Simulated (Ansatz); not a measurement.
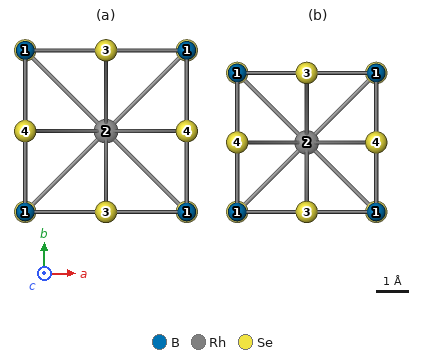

The structure of a crystal of BRhSe3 (a generated structure, set up in Pm-3m) (coarse preliminary run) before (left) and after (right) a relaxation, at one scale.

A ball-and-stick model of the cell of the calculation, seen along the c axis.

Computed with DFT PBE, scalar-relativistic, plane waves, PAW (Ansatz 0.2.0). (plane-wave cutoff 420 eV; k-point mesh 4 × 4 × 4; occupations gaussian; smearing width 0.1 eV; collinear spin; cell and atoms relaxed; force threshold 0.04 eV/Å; at most 70 steps)

**What changed between the two?**

The energy falls by 3.171 eV per cell of the calculation in 4 accepted moves (5 points after the start). All forces vanish by symmetry, so only the cell relaxes. The pressure goes from −13.20 to −0.33 GPa. The SCF was repeated once at an unchanged geometry on a basis and grid sized afresh for the cell, which shifted the energy by 5.3 meV per cell of the calculation at most. No atom moves by more than 0.005 Å relative to the cell. The volume changes by −36.3 %, with a = b = c 5.082 → 4.372 Å (−14.0 %). Near-neighbour distances that change, for instance: Se–Se 3.593 → 3.091 Å, Rh–Se 3.593 → 3.091 Å, B–Se 2.541 → 2.186 Å. The space group stays Pm-3m (No. 221). The program noted that the starting moments weren't kept. The run took 62 s on 1 thread of Intel(R) Xeon(R) CPU @ 2.80GHz (Skylake/Cascade Lake) (shared host), peak memory 0.53 GiB.
